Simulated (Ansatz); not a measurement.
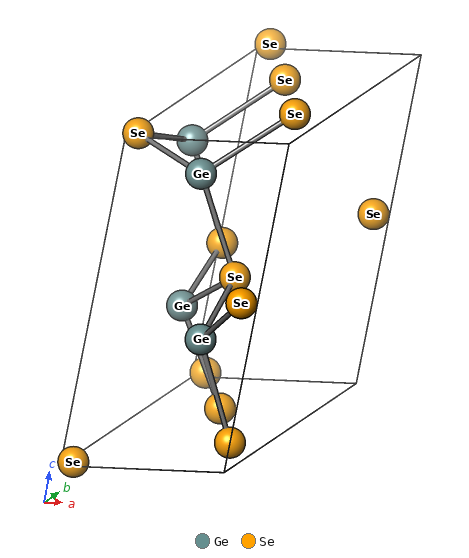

Crystal structure, ball-and-stick style, seen slightly off an axis. Lines trace the edges of the simulation cell.

```xyz
10
Lattice="0.0000 6.6919 0.0000 5.8113 -3.3459 0.0000 3.8026 0.0000 -6.2863" Properties=species:S:1:pos:R:3 pbc="T T T"
Ge    3.8165    2.6924   -5.4998
Ge    1.9152    3.9995   -2.3566
Ge    5.6906   -0.4546   -5.5597
Ge    3.7893    0.4546   -2.4165
Se    5.8148   -2.7698   -0.1018
Se    7.7161    2.7698   -3.2450
Se    5.8278   -0.6190   -3.1438
Se    3.9265    0.6190   -0.0006
Se    5.7942    3.9081   -6.2335
Se    3.8929    2.7838   -3.0903
```

Setup: Ansatz, DFT, PAW plane waves, PBE; wavefunction cutoff 420 eV, k-points on a 6×6×4 grid, Fermi-Dirac smearing of 0.1 eV, no spin polarisation. The pressure of the cell is 13 GPa.

Q: What does a Bader analysis give?

A: Ge +0.78 e; Se -0.54 to -0.51 e.

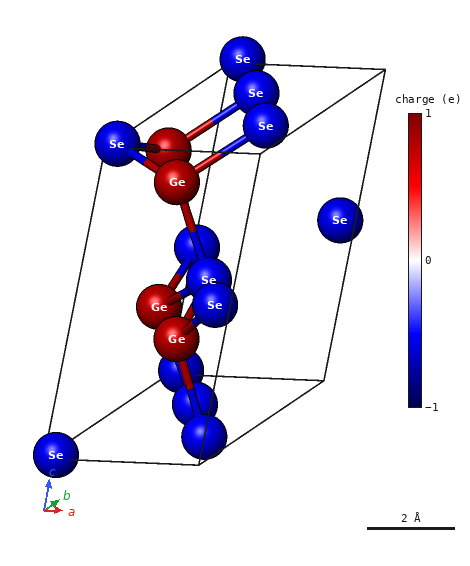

The atoms coloured by those charges.

The picture shows a generated cell, made by putting these elements into a known structure type (the compound may or may not exist in this form); the geometry isn't optimised. Ansatz was used for an electronic-structure calculation on it.

At this level of theory the cell isn't at rest (compressed, at 13 GPa and forces up to 1.4 eV/Å), so its distances can differ from those at equilibrium, the more so the softer the solid.
